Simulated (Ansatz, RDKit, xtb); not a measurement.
**C4H7FNS+: which of the isomers drawn lies lowest?**

A sample of isomers of C4H7FNS+ (charge +1) is drawn. Aim: find which of them has the lowest free energy at 298.15 K, then its properties. The sample is small against all isomers, and the most stable one of this formula need not be in it.

Plan: many cheap relaxations first (GFN2-xTB), then density-functional screening, relaxation at B3LYP-D3(BJ)/def2-SVP, vibrations (at GFN2-xTB) and a final energy. The numbers are computed, not measured.

### Step 1. Possible bonding patterns

Isomers were taken from a list of plausible structures; this is a sample, not all of them. That gives 4 candidates.

| label | SMILES | spin |
| --- | --- | --- |
| c126 | C[S@+](CF)CC#N | singlet |
| c824 | C[N+]#C[C@H](F)SC | singlet |
| c980 | C[N+]#CCSCF | singlet |
| c981 | C[S+](C)[C@H](F)C#N | singlet |

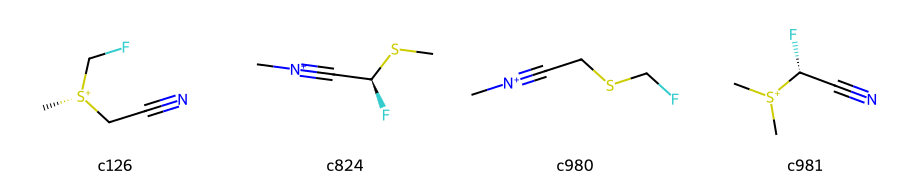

Structural formulas of the candidates.

Candidates are built by distance geometry, with a force field where one applies, in up to four conformers (letters a to d).

Q: Predict the outcome of this search (final energies at CCSD(T)/def2-SVP + MP2/def2-TZVPP - MP2/def2-SVP).

| quantity | value |
| --- | --- |
| lowest structure found | C[N+]#CCSCF, singlet |
| next finalist | C[N+]#C[C@H](F)SC, singlet, 8.6 kcal/mol higher in G |
| share at equilibrium, among the finalists | 100.0 % |

The search ends on `C[N+]#CCSCF`. The margin of 8.6 kcal/mol over the next finalist is beyond the usual error of the last level; it says nothing of structures that weren't ranked. GFN2-xTB, r2SCAN-D4/def2-SVP, B3LYP-D3(BJ)/def2-SVP, HF/def2-SVP and MP2/def2-SVP already put its bonding pattern lowest among the structures in one piece; HF/STO-3G favours the singlet C[S@+](CF)CC#N. One minimum inside the window was never screened. The search is not exhaustive (a finite list of starts, one conformer a finalist), so a lower isomer can't be ruled out. Only 4 drawn patterns were tried, so whole families of isomers are missing, and the result ranks this sample alone.
